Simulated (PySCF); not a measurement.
**ZrO2 (SMILES [O]=[Zr]=[O]): levels of theory compared**

Aim: a comparison of 5 runs (HF/STO-3G, HF/3-21G, B2PLYP/def2-TZVP, SCS-MP2/def2-TZVP, CCSD(T)/def2-TZVP) of ZrO2. Input form: a Python script.

Program for the calculation: PySCF 2.14.0.

1 further run of the same task is left out (set aside as unsound or not needed). Runs told in other sessions of the task aren't counted.

## Step 1: The structure to begin with

ZrO2: 3 atoms, total charge 0, spin state singlet. SMILES: `[O]=[Zr]=[O]`. The shape is that of a PBE0-D4/def2-TZVP optimisation.

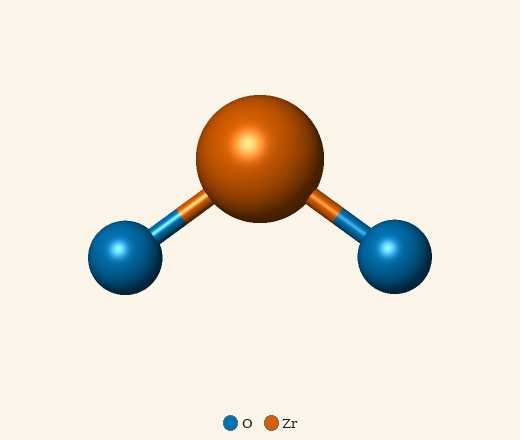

The structure, seen from a chosen angle (oxygen blue, zirconium orange).

## Step 2: A single-point energy at HF/STO-3G (run 1)

input.xyz

```xyz
3
O2Zr
O      0.654500     1.252500     0.388400
Zr     0.348500    -0.481700     0.351800
O     -1.003000    -0.770800    -0.740100
```

calc.py

```python
from pyscf import gto, scf

system = gto.M(
    atom='input.xyz',
    max_memory=1860,
    verbose=3,
    basis='sto-3g',
    charge=0,
)

mf = scf.RHF(system)
mf.conv_tol = 1e-10
mf.kernel()
if not mf.converged:
    mf = mf.newton().run(mf.mo_coeff, mf.mo_occ)

energy = mf.e_tot
print('E(%s) = %.9f' % ('HF', energy))
```

Run with:

```
$ OMP_NUM_THREADS=1 python calc.py
```

Standard output:

```text
converged SCF energy = -3650.71644424061
E(HF) = -3650.716444241
```

It took 0.64 s on 1 thread of Arm Neoverse V2, shared host; peak memory 0.12 GiB.

## Step 3: The energy at HF/3-21G (run 2)

job.py

```python
from pyscf import gto

mol = gto.M(
    atom='''
O      1.236826     2.366882     0.733970
Zr     0.658570    -0.910281     0.664806
O     -1.895395    -1.456601    -1.398586
''',
    charge=0,
    unit='bohr',
    max_memory=1860,
    spin=0,
    basis='3-21g',
    verbose=3,
)

myscf = mol.RHF()
myscf.conv_tol = 1e-10
myscf.kernel()
if not myscf.converged:
    myscf = myscf.newton().run(myscf.mo_coeff, myscf.mo_occ)

e_final = myscf.e_tot
print('E(%s) = %.9f' % ('HF', e_final))
```

Run with:

```
$ OMP_NUM_THREADS=1 python job.py
```

Standard output:

```text
converged SCF energy = -3670.97630903494
E(HF) = -3670.976309035
```

It took 0.8 s on 1 thread of Arm Neoverse V2, shared host; peak memory 0.12 GiB.

Runs 3 to 4 aren't shown in full; the table further down has their settings and results.

## Step 4: The energy at CCSD(T)/def2-TZVP (core potential) (run 5)

input.py

```python
from pyscf import gto, scf, cc

system = gto.M(
    atom='''
O      0.654500     1.252500     0.388400
Zr     0.348500    -0.481700     0.351800
O     -1.003000    -0.770800    -0.740100
''',
    spin=0,
    verbose=3,
    ecp={'Zr': 'def2-svp'},
    basis='def2-tzvp',
    max_memory=1860,
)

mf = scf.RHF(system)
mf.conv_tol = 1e-10
mf.kernel()
if not mf.converged:
    mf = mf.newton().run(mf.mo_coeff, mf.mo_occ)

mycc = cc.CCSD(mf, frozen=2)
mycc.kernel()
e_t = mycc.ccsd_t()
e_tot = mycc.e_tot + e_t
print('Final energy', e_tot)
```

Run with:

```
$ OMP_NUM_THREADS=1 python input.py
```

Standard output:

```text
converged SCF energy = -196.325969078073
E(CCSD) = -197.1002157949155  E_corr = -0.7742467168427603
CCSD(T) correction = -0.0448047047247216
Final energy -197.14502049964025
```

Wall time 86 s (1 thread of Arm Neoverse V2, shared host); peak memory 0.75 GiB.

## Step 5: The series

```csv
run,level,core potential,frozen core orbitals,energy (Eh),dipole moment (D) of the reference,HOMO energy (eV),LUMO energy (eV),wall time
1,HF/STO-3G,–,–,-3650.716444,7.10,-6.22,4.99,0.64 s
2,HF/3-21G,–,–,-3670.976309,8.54,-9.97,-0.71,0.8 s
3,B2PLYP/def2-TZVP (core potential),def2-svp,2,-197.437361,8.55,-8.15,-2.34,12 s
4,SCS-MP2/def2-TZVP (core potential),def2-svp,2,-197.102747,9.47,-10.44,-1.18,2.5 s
5,CCSD(T)/def2-TZVP (core potential),def2-svp,2,-197.145020,9.47,-10.44,-1.18,86 s
```

## Step 6: Results

```
                                          quantity          value
                               run 5: total energy  -197.14502 Eh
       run 5: dipole moment (Hartree–Fock density)         9.47 D
        run 5: HOMO energy (Hartree–Fock orbitals)      -10.44 eV
        run 5: LUMO energy (Hartree–Fock orbitals)       -1.18 eV
      run 5: HOMO–LUMO gap (Hartree–Fock orbitals)        9.26 eV
run 5: correlation energy (2 core orbitals frozen)     -819.1 mEh
                             run 5: (T) correction     -44.80 mEh
                              run 5: T1 diagnostic          0.027
```

**Reading.** Over runs 1, 2, 3 the dipole moment (its size) runs from 7.10 D (HF/STO-3G) to 8.55 D (B2PLYP/def2-TZVP). The two ends differ in method and basis and core potential. A double hybrid's value is that of its SCF part. Over runs 1, 2, 3 the HOMO–LUMO gap runs from 5.81 eV (B2PLYP/def2-TZVP) to 11.20 eV (HF/STO-3G). Some runs of one species differ in core potentials or relativity; totals across that change don't compare. In run 1 the basis is minimal, so the values are rough. In runs 1, 2 relativity is left out where basis or elements ask for it. All runs together took 1.7 min, the longest 86 s.
